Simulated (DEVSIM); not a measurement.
System: Si n-p junction from an implanted or diffused profile, at 350 K.

| layer (left to right) | material | thickness (μm) | Na (cm⁻³) | τn (s) | τp (s) |
|---|---|---|---|---|---|
| 1 | Si | 18.0 | 4.1e16 | 0.00013 | 0.00013 |

Added donor profile: 2e18 cm⁻³ × exp(−(x − 0 μm)²/(2·(0.033 μm)²)). Left contact: ohmic. Right contact: ohmic. Voltage is applied to the left contact. Recombination: SRH at mid-gap, radiative, Auger. Gap narrowing is on: ΔEg = 6.92 meV × (l + √(l² + 0.5)), l = ln(N/1.3e17 cm⁻³), shared equally by both band edges. Mobility is constant in doping.

This is a model device: material constants are rounded textbook-type values typed into the input, and sizes, dopings and lifetimes were drawn at random. Values at 300 K; Nc and Nv go as T^1.5, mobilities as T to minus their exponent, the gap by Varshni's rule with the affinity fixed.

| parameter | Si |
|---|---|
| gap (eV) | 1.124 |
| affinity (eV) | 4.05 |
| permittivity | 11.7 |
| Nc (cm⁻³) | 2.86e19 |
| Nv (cm⁻³) | 3.1e19 |
| μn (cm²/Vs) | 1417 |
| μp (cm²/Vs) | 470 |
| T exponent of μn | 2.3 |
| T exponent of μp | 2.2 |
| B (cm³/s) | 4.7e-15 |
| Cn (cm⁶/s) | 2.8e-31 |
| Cp (cm⁶/s) | 9.9e-32 |
| Varshni α (eV/K) | 0.000473 |
| Varshni β (K) | 636 |

DEVSIM, 1D drift-diffusion, Boltzmann statistics, complete ionisation; no tunnelling, impact ionisation, image-force lowering or self-heating.

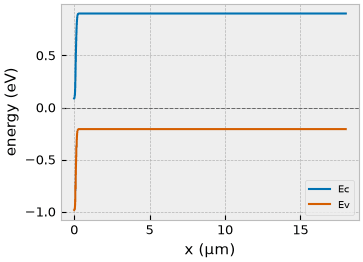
Figure: Band edges at zero bias

Energies count from the Fermi level of the right contact; mesh points crowd at the junctions.

```tsv
x (μm)	Ec (eV)	Ev (eV)	n (cm⁻³)	p (cm⁻³)	field (V/cm)
0.000	0.088	-0.984	2.0e18	260000	720
0.01793	0.093	-0.981	1.7e18	290000	4100
0.03926	0.111	-0.971	9.2e17	410000	10000
0.06138	0.161	-0.933	1.8e17	1400000	36000
0.09306	0.366	-0.742	1.9e14	8.0e8	74000
0.1148	0.521	-0.588	1.1e12	1.3e11	66000
0.1386	0.662	-0.448	1.1e10	1.4e13	52000
0.1754	0.809	-0.300	8.1e7	1.9e15	29000
0.2347	0.893	-0.217	5000000	3.0e16	4200
0.3646	0.902	-0.207	3700000	4.1e16	13
0.6169	0.902	-0.207	3600000	4.1e16	≈ 0
1.466	0.902	-0.207	3600000	4.1e16	≈ 0
2.842	0.902	-0.207	3600000	4.1e16	≈ 0
5.856	0.902	-0.207	3600000	4.1e16	≈ 0
12.49	0.902	-0.207	3600000	4.1e16	≈ 0
15.25	0.902	-0.207	3600000	4.1e16	≈ 0
16.69	0.902	-0.207	3600000	4.1e16	≈ 0
17.36	0.902	-0.207	3600000	4.1e16	≈ 0
17.77	0.902	-0.207	3600000	4.1e16	≈ 0
17.90	0.902	-0.207	3600000	4.1e16	≈ 0
17.96	0.902	-0.207	3600000	4.1e16	≈ 0
18.00	0.902	-0.207	3600000	4.1e16	≈ 0
```
